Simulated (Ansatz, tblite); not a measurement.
**[InFH3]- (InH3F−): which spin state is lowest**

Is the singlet the ground state of [InFH3]- (InH3F−)? Other spin states are computed and compared level by level.

The runs use Ansatz 0.2.0, Gaussian basis; as each input shows.

Levels to be run: triplet, at the geometry of the singlet (GFN2-xTB, PBE0-D4/def2-TZVPD, PBE-D4/def2-TZVPD, r2SCAN-D4/def2-TZVPD); the singlet's energies come from earlier runs.

2 further runs of the same task are left out: 2 set aside as unsound or not needed. Runs told in other sessions of the task aren't counted.

## Step 1: The structure

The singlet was relaxed beforehand with B3LYP-D4/def2-TZVPD.

5 atoms, charge -1, spin multiplicity 1.

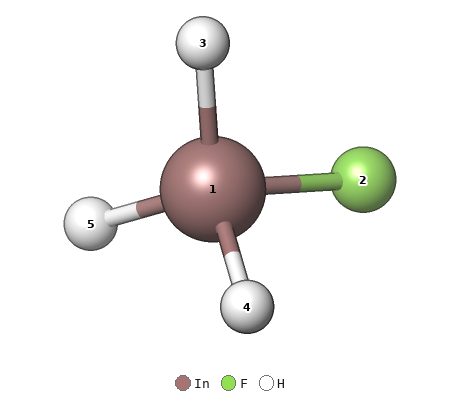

The structure; indium brown, fluorine green, hydrogen white; atoms are numbered from 1 in the order of the file.

In takes a core potential in the def2 sets. No spin-orbit coupling is included. The ion is computed in the gas phase, without counter-ions or solvent.

## Step 2: Triplet at the fixed geometry, GFN2-xTB

Tight binding, by tblite at 300 K electronic temperature and without a spin-polarisation term:

```python
tblite.interface.Calculator('GFN2-xTB', numbers, positions, charge=-1, uhf=2).singlepoint()
```

Energy -203.4810 eV; 0.001 s.

## Step 3: Triplet at the fixed geometry, PBE0-D4/def2-TZVPD

Contents of in.yaml:

```yaml
crystal:
  periodic: [false, false, false]
  atoms:
    - {symbol: In, position_ang: [-0.000814, 0.001389, -0.143676]}
    - {symbol: F, position_ang: [0.011016, -0.018520, 1.926217]}
    - {symbol: H, position_ang: [1.718124, 0.010822, -0.603943]}
    - {symbol: H, position_ang: [-0.868514, 1.493987, -0.574918]}
    - {symbol: H, position_ang: [-0.859812, -1.487667, -0.603669]}
basis:
  gaussian: {orbitals: def2-TZVPD}
total_charge: -1
magnetization: {spin_polarized: true, initial_magnetization: 2}
hamiltonian: {xc: pbe0, dispersion: d4}
scf: {omitted_lower_state_checks: [starts]}
output: {orbitals: {seedname: orbitals}}
```

Command:

```
ansatz run in.yaml --threads 4 --pin off --events-out ev --progress --plain --max-ram 3916MiB
```

Log:

```text
Functional definition: PBE0
  name "PBE0"
  cite "Adamo & Barone, J. Chem. Phys. 110, 6158 (1999) doi:10.1063/1.478522"
  cite "Perdew, Burke & Ernzerhof, Phys. Rev. Lett. 77, 3865 (1996) doi:10.1103/PhysRevLett.77.3865"
  parent pbe
  parameter a = 0.25
  parameter kappa = 0.804
  parameter beta = 0.06672455060314922
  exchange = (1 - a)*pbe_x(kappa = kappa, mu = beta*pi^2/3) + a*exact_x
  correlation = pbe_c(beta = beta)
these checks for a lower state are left out or cut short: starts
863 factors; their error is unknown
mean field evaluation 1: about -7917.9030 eV, gradient 6.0e1 eV
mean field evaluation 2: about -7893.5431 eV, gradient 1.1e2 eV
mean field evaluation 4: about -7934.2443 eV, gradient 7.0e0 eV
mean field evaluation 8: about -7934.5573 eV, gradient 1.5e-1 eV
mean field evaluation 16: about -7934.6121 eV, gradient 2.3e-2 eV
mean field evaluation 32: about -7934.6123 eV, gradient 9.3e-5 eV
mean field -7934.61231328 eV, -291.5916242398 hartree, gradient 8.1e-6 eV, S^2 2.011053; 0 other end points of the search recorded, 0 dependent functions left out
reference -7934.61235406 eV, -291.5916257382 hartree; 18, 16 occupied and 105, 107 virtual orbitals, 863 factors
Total energy: -7934.68167950 eV, -291.5941734014 hartree
Checks for a lower state left out: starts
```

It took 3.9 s on 4 threads of Arm Neoverse V2, shared host.

Report: HOMO 1.65 eV, LUMO -2.40 eV (over both spins; with the spin held, an empty level of the minority spin lies below the top filled one); ⟨S²⟩ 2.011 (pure: 2.00). Doubts: highest occupied level lies above zero.

## Step 4: Triplet at the fixed geometry, PBE-D4/def2-TZVPD

start.molden holds the orbitals of an earlier run on this state, given as this run's starting guess.

in.yaml: that of step 3 with these lines changed.

```diff
@@ -9,6 +9,6 @@
 basis:
-  gaussian: {orbitals: def2-TZVPD}
+  gaussian: {orbitals: def2-TZVPD, initial_orbitals: start.molden}
 total_charge: -1
 magnetization: {spin_polarized: true, initial_magnetization: 2}
-hamiltonian: {xc: pbe0, dispersion: d4}
+hamiltonian: {xc: pbe, dispersion: d4}
 scf: {omitted_lower_state_checks: [starts]}
```

Same command.

Log:

```text
Functional definition: PBE
  name "PBE"
  cite "Perdew, Burke & Ernzerhof, Phys. Rev. Lett. 77, 3865 (1996) doi:10.1103/PhysRevLett.77.3865"
  parent pbe
  parameter kappa = 0.804
  parameter beta = 0.06672455060314922
  exchange = pbe_x(kappa = kappa, mu = beta*pi^2/3)
  correlation = pbe_c(beta = beta)
these checks for a lower state are left out or cut short: starts
781 factors; their error is unknown
mean field evaluation 1: about -7934.8916 eV, gradient 5.0e0 eV
mean field evaluation 2: about -7935.0276 eV, gradient 5.6e-1 eV
mean field evaluation 4: about -7935.0287 eV, gradient 5.0e-2 eV
mean field evaluation 8: about -7935.0287 eV, gradient 2.4e-5 eV
mean field evaluation 16: about -7935.0287 eV, gradient 1.8e-6 eV
mean field -7935.02873652 eV, -291.6069275114 hartree, gradient 1.8e-6 eV, S^2 2.005794; 0 other end points of the search recorded, 0 dependent functions left out
reference -7935.02879195 eV, -291.6069295485 hartree; 18, 16 occupied and 105, 107 virtual orbitals, 781 factors
Total energy: -7935.11137216 eV, -291.6099643152 hartree
Checks for a lower state left out: starts
```

Wall time 2.7 s (4 threads of Arm Neoverse V2, shared host).

HOMO 2.07 eV, LUMO -2.88 eV (over both spins; with the spin held, an empty level of the minority spin lies below the top filled one); ⟨S²⟩ 2.006 (pure: 2.00). Doubts: highest occupied level lies above zero.

## Step 5: Triplet at the fixed geometry, r2SCAN-D4/def2-TZVPD

in.yaml: that of step 4 with these lines changed.

```diff
@@ -12,3 +12,3 @@
 magnetization: {spin_polarized: true, initial_magnetization: 2}
-hamiltonian: {xc: pbe, dispersion: d4}
+hamiltonian: {xc: r2scan, dispersion: d4}
 scf: {omitted_lower_state_checks: [starts]}
```

Same command.

Log, shortened:

```text
Functional definition: r2SCAN
  name "r2SCAN"
  cite "Furness, Kaplan, Ning, Perdew & Sun, J. Phys. Chem. Lett. 11, 8208 (2020) doi:10.1021/acs.jpclett.0c02405"
  cite "Furness, Kaplan, Ning, Perdew & Sun, J. Phys. Chem. Lett. 11, 9248 (2020) doi:10.1021/acs.jpclett.0c03077"
  parent r2scan
[...]
781 factors; their error is unknown
[...]
mean field -7938.30811301 eV, -291.7274423748 hartree, gradient 7.8e-6 eV, S^2 2.012165; 0 other end points of the search recorded, 0 dependent functions left out
reference -7938.30816690 eV, -291.7274443551 hartree; 18, 16 occupied and 105, 107 virtual orbitals, 781 factors
Total energy: -7938.32734137 eV, -291.7281490039 hartree
Checks for a lower state left out: starts
```

Wall time 7.5 s (4 threads of Arm Neoverse V2, shared host).

HOMO 2.08 eV, LUMO -2.87 eV (over both spins; with the spin held, an empty level of the minority spin lies below the top filled one); ⟨S²⟩ 2.012 (pure: 2.00). Doubts: highest occupied level lies above zero.

## Step 6: Triplet less singlet, vertical

The singlet's energies are those of its earlier runs, whose logs aren't repeated here.

```csv
level,"triplet less singlet, vertical (eV)",time
GFN2-xTB,+7.257,0.002 s
PBE-D4/def2-TZVPD,+4.767,3.3 s
r2SCAN-D4/def2-TZVPD,+5.042,8.8 s
PBE0-D4/def2-TZVPD,+5.186,4.8 s
```

Times add the two runs; a level without a time comes out of a correlated run. Tight binding without a spin term can't rank spin states.

## Step 7: Results

```
                                                 quantity                                   value
triplet less singlet, vertical, functionals in def2-TZVPD  +4.767 (PBE-D4) to +5.186 eV (PBE0-D4)
```

What this shows: All functionals put the triplet above the singlet, over a spread of 0.419 eV. The checks for a lower triplet were left out, so another state of that spin may lie lower. These are electronic energies, without zero-point motion, entropy or surroundings.

The anion's highest level is positive in at least one run, so there the basis alone may hold the extra electron.
